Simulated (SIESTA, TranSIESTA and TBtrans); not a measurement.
System: Fe chain with one bond stretched by 2.5 Å. Leads: straight Fe chain, spacing 2.25 Å. Geometry: as built, not relaxed.

Method: TranSIESTA and TBtrans, PBE, DZP numerical orbitals (energy shift 0.15 eV), PseudoDojo norm-conserving scalar-relativistic potentials, mesh cutoff 200 Ry, 300 K, spin-polarised (collinear), no spin-orbit coupling; self-consistent non-equilibrium Green functions.

Energies count from the leads' Fermi level. Transmissions are for each spin. The energy step is 0.01 eV; narrower resonances are cut or missed.

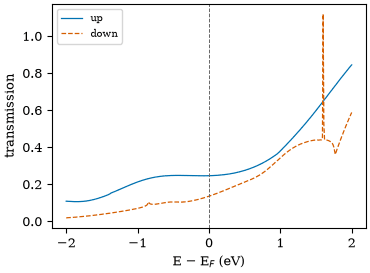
Transmission against energy

```
E (eV)  T up  T down  lead channels up       down
------  ----  ------  ----------------  ---------
-2.00   0.11   0.019                 4          1
-1.80   0.11   0.025                 4          1
-1.60   0.12   0.033                 4          1
-1.40   0.15   0.044                 4          1
-1.20   0.18   0.056                 1          1
-1.00   0.21   0.070                 1          3
-0.80   0.24   0.092                 1          4
-0.60   0.25    0.10                 1          4
-0.40   0.25    0.10                 1          4
-0.20   0.25    0.11                 1          4
0.00    0.25    0.14                 1          4
0.20    0.25    0.16                 1          4
0.40    0.26    0.20                 1  band edge
0.60    0.29    0.23                 1  band edge
0.80    0.33    0.27                 1          4
1.00    0.38    0.34                 3          4
1.20    0.46    0.40                 3          4
1.40    0.55    0.43                 3          4
1.60    0.65    1.12                 3          2
1.80    0.75    0.39                 3          3
2.00    0.84    0.59                 3          3
```

The magnetic order of the leads was set by the start, and no other order was tried; the separate lead runs end at 3.39 (left) and 3.39 (right) μB an atom. The straight chain is held at its spacing; free chains may zigzag or dimerise.
